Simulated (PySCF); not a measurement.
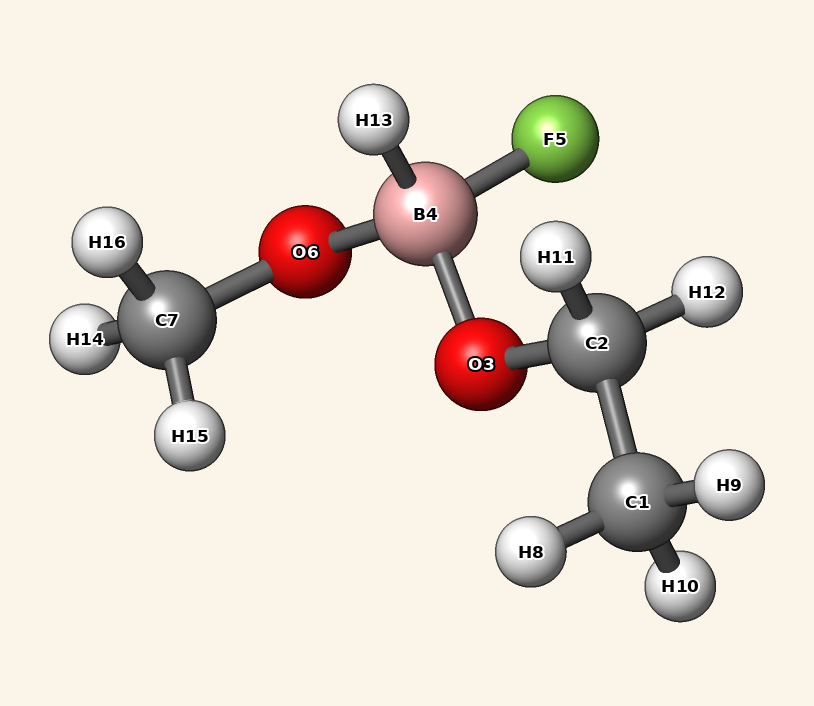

The thickness of each stick grows with its Mayer bond order. State: charge −1, singlet. Computed geometry: GFN2-xTB optimisation. No frequency run is at hand to confirm it as a minimum. Computed with PBE0/pcSseg-1 (PySCF 2.14.0).

List the Mayer bond orders of C1–C2, C2–O3, O3–B4, B4–F5, B4–O6, O6–C7 (bonds between heavy atoms, one of each equivalent set).

| bond | Mayer order | length (Å) |
| --- | --- | --- |
| C1–C2 | 1.05 | 1.531 |
| C2–O3 | 1.01 | 1.379 |
| O3–B4 | 0.82 | 1.493 |
| B4–F5 | 0.89 | 1.421 |
| B4–O6 | 0.90 | 1.471 |
| O6–C7 | 1.01 | 1.378 |

The geometry is semi-empirical. Around B such bond lengths and angles can be off by a tenth of an ångström or more and by several degrees, and values that hang on the shape move with them.
